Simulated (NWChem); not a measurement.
**C3H4F2 (SMILES F/C=C\CF) at 5 levels**

Aim: a comparison of 5 runs (HF/def2-SVP, HF/6-311G**, PBE/STO-3G, PBE0/def2-SVP, CCSD(T)/3-21G) of C3H4F2. 

Program for the calculation: NWChem 7.3.0.

### Step 1. The structure to begin with

The species is C3H4F2 (9 atoms), meant as a singlet with charge 0. SMILES: `F/C=C\CF`. The shape is that of a PBE0-D4/def2-TZVP optimisation. This is one conformer, not always the lowest.

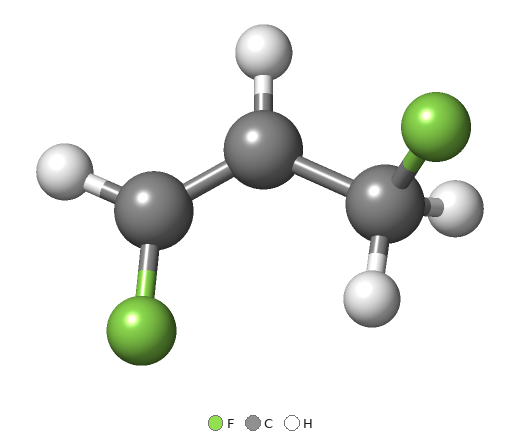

The structure, seen from a chosen angle (fluorine green, carbon grey, hydrogen white).

### Step 2. Energy and gradient at HF/def2-SVP (run 1)

a.xyz

```xyz
9
C3H4F2
F     -1.771300     0.696200    -0.764200
C     -0.756800    -0.083800    -1.148800
C      0.269900    -0.355400    -0.364300
C      0.439500     0.155200     1.019400
F      1.656600     0.811400     1.133700
H     -0.888900    -0.458700    -2.156900
H      1.042400    -1.001300    -0.765600
H      0.449800    -0.666700     1.742700
H     -0.352600     0.856800     1.286900
```

run.py

```python
from ase.io import read
from ase.calculators.nwchem import NWChem

mol = read('a.xyz')

calc = NWChem(
    label='a',
    theory='scf',
    memory='2200 mb',
    basis='def2-SVP',
    basispar='spherical bse',
    scf={'nopen': '0', 'rhf': None, 'thresh': '1e-08', 'maxiter': '80'},
)
mol.calc = calc

forces = mol.get_forces()
print("Total energy (eV):", round(mol.get_potential_energy(), 6))
print("forces (eV/A):")
for s, f in zip(mol.symbols, forces):
    print(f"{s:2s} {f[0]:10.5f} {f[1]:10.5f} {f[2]:10.5f}")
print("dipole (e A):", mol.get_dipole_moment().round(4))
```

Command:

```console
$ export ASE_NWCHEM_COMMAND="nwchem PREFIX.nwi > PREFIX.nwo"
$ python run.py
```

Standard output:

```text
Total energy (eV): -8558.632453
forces (eV/A):
F     0.56821   -0.42063   -0.18682
C    -0.25510    0.26030    0.29125
C    -0.31496   -0.00828   -0.54960
C     0.61187    0.47900    0.53021
F    -0.77087   -0.43760   -0.08809
H     0.02597    0.04381    0.14460
H    -0.02910    0.04340    0.02509
H     0.00720    0.15159   -0.12670
H     0.15684   -0.11159   -0.04001
dipole (e A): [-0.1544 -0.4053 -0.1778]
```

The calculator wrote a.nwi:

```
title "a"

permanent_dir a

scratch_dir a

start a

geometry units angstrom nocenter noautosym noautoz
  F  -1.7713000000000001e+00 6.9620000000000004e-01 -7.6419999999999999e-01
  C  -7.5680000000000003e-01 -8.3799999999999999e-02 -1.1488000000000000e+00
  C  2.6989999999999997e-01 -3.5539999999999999e-01 -3.6430000000000001e-01
  C  4.3950000000000000e-01 1.5520000000000000e-01 1.0194000000000001e+00
  F  1.6566000000000001e+00 8.1140000000000001e-01 1.1336999999999999e+00
  H  -8.8890000000000002e-01 -4.5870000000000000e-01 -2.1568999999999998e+00
  H  1.0424000000000000e+00 -1.0013000000000001e+00 -7.6559999999999995e-01
  H  4.4979999999999998e-01 -6.6669999999999996e-01 1.7426999999999999e+00
  H  -3.5260000000000002e-01 8.5680000000000001e-01 1.2868999999999999e+00
end

memory 2200 mb

basis spherical bse noprint
   * library def2-SVP
end

scf
  nopen 0
  rhf
  thresh 1e-08
  maxiter 80
end

task scf gradient
```

a.nwo, shortened:

```text
[...]
      One-electron energy =   -768.443237810216
[... 1 line left out ...]
 Nuclear repulsion energy =    168.442564311322
[... 38 lines left out ...]
                       ROHF Final Molecular Orbital Analysis
[... 214 lines left out ...]
     1   1 0 0     -0.291867      0.000000     -2.014448
[...]
  wavefunction    =   RHF
                         RHF ENERGY GRADIENTS
    atom               coordinates                        gradient
                 x          y          z           x          y          z
   1 F      -3.347272   1.315627  -1.444129   -0.011050   0.008180   0.003633
   2 C      -1.430145  -0.158359  -2.170917    0.004961  -0.005062  -0.005664
   3 C       0.510037  -0.671609  -0.688427    0.006125   0.000161   0.010688
[... 5 lines of this table left out ...]
   9 H      -0.666317   1.619117   2.431888   -0.003050   0.002170   0.000778
[...]
```

Wall time 10 s (1 thread of Intel Xeon 6975P-C (Granite Rapids), shared host); peak memory 0.099 GiB.

### Step 3. Energy and forces at HF/6-311G(d,p) (run 2)

c3h4f2.nw

```
start c3h4f2
title "C3H4F2"
memory 2200 mb
charge 0
geometry units angstrom noautosym nocenter noautoz
  F    -1.771300    0.696200   -0.764200
  C    -0.756800   -0.083800   -1.148800
  C     0.269900   -0.355400   -0.364300
  C     0.439500    0.155200    1.019400
  F     1.656600    0.811400    1.133700
  H    -0.888900   -0.458700   -2.156900
  H     1.042400   -1.001300   -0.765600
  H     0.449800   -0.666700    1.742700
  H    -0.352600    0.856800    1.286900
end
basis spherical bse
  F library 6-311G**
  C library 6-311G**
  H library 6-311G**
end
scf
  nopen 0
  rhf
  thresh 1e-08
  maxiter 80
end
task scf gradient
```

Command:

```console
$ nwchem c3h4f2.nw > c3h4f2.out
```

Standard output:

```text
[...]
  functions       =   114
[...]
  wavefunction    = RHF
[...]
         Total SCF energy =   -314.854056988858
      One-electron energy =   -769.006926910780
      Two-electron energy =    285.710305610600
 Nuclear repulsion energy =    168.442564311322
        Time for solution =     16.8s
[...]
                         RHF ENERGY GRADIENTS
    atom               coordinates                        gradient
                 x          y          z           x          y          z
   1 F      -3.347272   1.315627  -1.444129   -0.007827   0.005680   0.002488
   2 C      -1.430145  -0.158359  -2.170917   -0.003310   0.000903  -0.003349
   3 C       0.510037  -0.671609  -0.688427    0.006900   0.001753   0.016385
   4 C       0.830535   0.293285   1.926387   -0.002606  -0.006080  -0.013835
   5 F       3.130520   1.533324   2.142382    0.011226   0.006466   0.001419
   6 H      -1.679777  -0.866817  -4.075950   -0.000981  -0.002940  -0.008240
   7 H       1.969850  -1.892183  -1.446774    0.004490  -0.004049  -0.002315
   8 H       0.849999  -1.259880   3.293225   -0.000909  -0.006374   0.005415
   9 H      -0.666317   1.619117   2.431888   -0.006983   0.004641   0.002032
[...]
```

Run time: 21 s. Hardware: 1 thread of Intel Xeon 6975P-C (Granite Rapids), shared host; peak memory 0.1 GiB.

Run 3 isn't shown in full; the table further down has it.

### Step 4. Energy and gradient at PBE0/def2-SVP (run 4)

run.py

```python
from ase import Atoms
from ase.calculators.nwchem import NWChem

atoms = Atoms(['F', 'C', 'C', 'C', 'F', 'H', 'H', 'H', 'H'], positions=[
    [-1.771300, 0.696200, -0.764200],
    [-0.756800, -0.083800, -1.148800],
    [0.269900, -0.355400, -0.364300],
    [0.439500, 0.155200, 1.019400],
    [1.656600, 0.811400, 1.133700],
    [-0.888900, -0.458700, -2.156900],
    [1.042400, -1.001300, -0.765600],
    [0.449800, -0.666700, 1.742700],
    [-0.352600, 0.856800, 1.286900],
])

calc = NWChem(
    label='c3h4f2',
    theory='dft',
    memory='2200 mb',
    basis='def2-SVP',
    basispar='spherical bse',
    dft={'xc': 'pbe0', 'mult': '1', 'grid': 'fine', 'convergence': 'energy 1e-08', 'iterations': '100', 'mulliken': None},
)
atoms.calc = calc

forces = atoms.get_forces()
e = atoms.get_potential_energy()
print(f"E = {e:.6f} eV")
print("forces (eV/A):")
for s, f in zip(atoms.symbols, forces):
    print(f"{s:2s} {f[0]:10.5f} {f[1]:10.5f} {f[2]:10.5f}")
print("dipole (e A):", atoms.get_dipole_moment().round(4))
```

Command:

```console
$ export ASE_NWCHEM_COMMAND="nwchem PREFIX.nwi > PREFIX.nwo"
$ python run.py
```

Standard output:

```text
E = -8593.333601 eV
forces (eV/A):
F     0.14192   -0.11544   -0.04515
C    -0.59567    0.39400    0.06937
C     0.15848   -0.01358    0.32735
C     0.63712    0.30853   -0.12825
F    -0.22430   -0.14018   -0.02026
H    -0.02509   -0.13539   -0.34499
H     0.25932   -0.19797   -0.10449
H    -0.06207   -0.25043    0.18846
H    -0.28971    0.15056    0.05795
dipole (e A): [-0.1461 -0.334  -0.1521]
```

The calculator wrote c3h4f2.nwi:

```
title "c3h4f2"

permanent_dir c3h4f2

scratch_dir c3h4f2

start c3h4f2

geometry units angstrom nocenter noautosym noautoz
  F  -1.7713000000000001e+00 6.9620000000000004e-01 -7.6419999999999999e-01
  C  -7.5680000000000003e-01 -8.3799999999999999e-02 -1.1488000000000000e+00
  C  2.6989999999999997e-01 -3.5539999999999999e-01 -3.6430000000000001e-01
  C  4.3950000000000000e-01 1.5520000000000000e-01 1.0194000000000001e+00
  F  1.6566000000000001e+00 8.1140000000000001e-01 1.1336999999999999e+00
  H  -8.8890000000000002e-01 -4.5870000000000000e-01 -2.1568999999999998e+00
  H  1.0424000000000000e+00 -1.0013000000000001e+00 -7.6559999999999995e-01
  H  4.4979999999999998e-01 -6.6669999999999996e-01 1.7426999999999999e+00
  H  -3.5260000000000002e-01 8.5680000000000001e-01 1.2868999999999999e+00
end

memory 2200 mb

basis spherical bse noprint
   * library def2-SVP
end

dft
  xc pbe0
  mult 1
  grid fine
  convergence energy 1e-08
  iterations 100
  mulliken
end

task dft gradient
```

c3h4f2.nwo, shortened:

```text
[...]
         Total DFT energy =     -315.799187652132
[...]
  wavefunction    = closed shell
                         DFT ENERGY GRADIENTS
    atom               coordinates                        gradient
                 x          y          z           x          y          z
   1 F      -3.347272   1.315627  -1.444129   -0.002760   0.002245   0.000878
   2 C      -1.430145  -0.158359  -2.170917    0.011584  -0.007662  -0.001349
   3 C       0.510037  -0.671609  -0.688427   -0.003082   0.000264  -0.006366
[... 5 lines of this table left out ...]
   9 H      -0.666317   1.619117   2.431888    0.005634  -0.002928  -0.001127
[...]
```

It took 14 s on 1 thread of Intel Xeon 6975P-C (Granite Rapids), shared host; peak memory 0.12 GiB.

### Step 5. The energy at CCSD(T)/3-21G (run 5)

c3h4f2.nw

```
start c3h4f2
memory stack 880 mb heap 220 mb global 1100 mb
charge 0

geometry noautosym nocenter noautoz
  F       -1.771300       0.696200      -0.764200
  C       -0.756800      -0.083800      -1.148800
  C        0.269900      -0.355400      -0.364300
  C        0.439500       0.155200       1.019400
  F        1.656600       0.811400       1.133700
  H       -0.888900      -0.458700      -2.156900
  H        1.042400      -1.001300      -0.765600
  H        0.449800      -0.666700       1.742700
  H       -0.352600       0.856800       1.286900
end

basis "ao basis" spherical bse
  F library 3-21G
  C library 3-21G
  H library 3-21G
end

scf
  thresh 1e-08
  maxiter 80
end

ccsd
  freeze core 5
  maxiter 60
end

task ccsd(t)
```

Command:

```console
$ nwchem c3h4f2.nw > c3h4f2.out
```

Standard output:

```text
[...]
  functions       =    53
[...]
  wavefunction    = RHF
[...]
         Total SCF energy =   -313.053756826822
      One-electron energy =   -766.603336713400
      Two-electron energy =    285.107015575257
 Nuclear repulsion energy =    168.442564311322
        Time for solution =      1.3s
[...]
 Total MP2 energy:           -313.548866989912369
[...]
             energy      energy      error      ampl     ampl      Block
                                                time     time      time
[...]
 Total CCSD energy:           -313.579337737830258
[...]
 Total CCSD+T(CCSD) energy:           -313.592906618592053
[...]
 Total CCSD(T) energy:                -313.591725945168037
[...]
```

Run time: 18 s. Hardware: 1 thread of Intel Xeon 6975P-C (Granite Rapids), shared host; peak memory 0.15 GiB.

### Step 6. Overview of the runs

| run | level | iteration cap | module | energy (Eh) | dipole moment (D) | HOMO energy (eV) | LUMO energy (eV) | wall time |
| --- | --- | --- | --- | --- | --- | --- | --- | --- |
| 1 | HF/def2-SVP | 80 | scf | -314.523944 | 2.25 | -10.69 | 4.18 | 10 s |
| 2 | HF/6-311G** | 80 | scf | -314.854057 | 2.23 | -10.62 | 4.17 | 21 s |
| 3 | PBE/STO-3G | 100 | dft | -311.687031 | 0.98 | -2.68 | 2.42 | 11 s |
| 4 | PBE0/def2-SVP | 100 | dft | -315.799188 | 1.90 | -7.78 | 0.09 | 14 s |
| 5 | CCSD(T)/3-21G | 80 | ccsd(t) | -313.591726 | – | -10.60 | 4.41 | 18 s |

### Step 7. Outcome

```
                                          quantity          value
                               run 5: total energy  -313.59173 Eh
        run 5: HOMO energy (Hartree–Fock orbitals)      -10.60 eV
        run 5: LUMO energy (Hartree–Fock orbitals)        4.41 eV
      run 5: HOMO–LUMO gap (Hartree–Fock orbitals)       15.01 eV
run 5: correlation energy (5 core orbitals frozen)     -538.0 mEh
                             run 5: (T) correction     -12.39 mEh
```

**Reading.** Over runs 1, 2, 3, 4 the dipole moment (its size) runs from 0.98 D (PBE/STO-3G) to 2.25 D (HF/def2-SVP). The two ends differ in method and basis. Over runs 1, 2, 3, 4 the HOMO–LUMO gap runs from 5.10 eV (PBE/STO-3G) to 14.87 eV (HF/def2-SVP). Totals of different functionals can't be ranked against each other. In run 3 the basis is minimal, so the values are rough. All runs together took 73 s, the longest 21 s.
